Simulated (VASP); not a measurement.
Band structure of AgB2 (space group P6/mmm). Level of theory: r2SCAN meta-GGA, VASP's PBE PAW potentials (set 64) (plane waves; VASP).

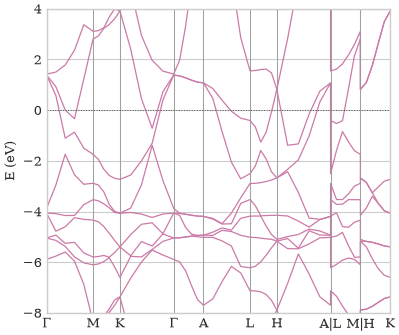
Figure. Bands along high-symmetry lines, zero at the valence-band maximum or, without a gap, the Fermi level

Question: Read the plot: is there a gap, and where are the band edges?

Answer: It has no gap at this level: it comes out as a metal or semimetal.

The structure comes from a measured AgB2 entry (P6/mmm) of the Crystallography Open Database, whose conditions weren't checked. It was relaxed first, which changed the volume by +27 %. The electron count is odd and the run is not spin-polarised, which forces a metal.
